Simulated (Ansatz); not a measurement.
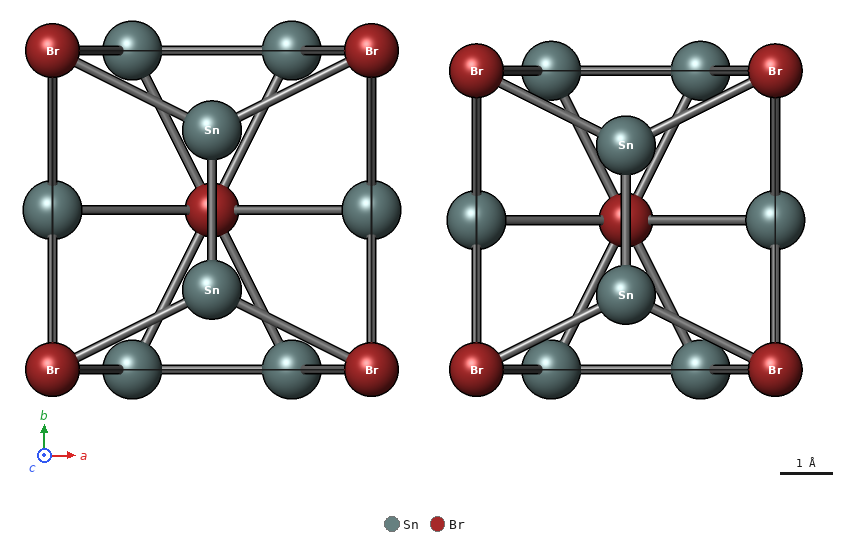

Two geometries of crystalline Sn3Br (a generated structure, set up in Pm-3n) (coarse preliminary run), drawn at one scale. One is the start of a relaxation, the other its converged end. The picture is a ball-and-stick view of the cell of the calculation, seen along the c axis.

These are results of Ansatz 0.2.0, DFT PBE, scalar-relativistic, plane waves, PAW, not measurements. Settings: plane-wave cutoff 420 eV; k-point mesh 4 × 4 × 4; occupations gaussian; smearing width 0.1 eV; no spin polarisation; cell and atoms relaxed; force threshold 0.04 eV/Å; at most 70 steps.

Which geometry has the lower energy?

Answer. The left one is the relaxed one. The atoms keep their places relative to the cell (all moves are under 0.005 Å). The drawn cell changes as follows: a = b = c 5.768 → 6.158 Å (+6.8 %); the volume changes by +21.7 %. Among the contacts that change: Br–Sn 3.224 → 3.442 Å, Sn–Sn 2.884 → 3.079 Å. The space group stays Pm-3n (No. 223). The energy falls by 1.270 eV per cell of the calculation in 3 accepted moves (4 points after the start). All forces vanish by symmetry, so only the cell relaxes. Pressure: 11.78 GPa at the start and 0.05 GPa at the end. At 1 point the geometry stayed and the basis and grid were re-selected for the new cell (energy shift of 6.8 meV per cell of the calculation at most each time).
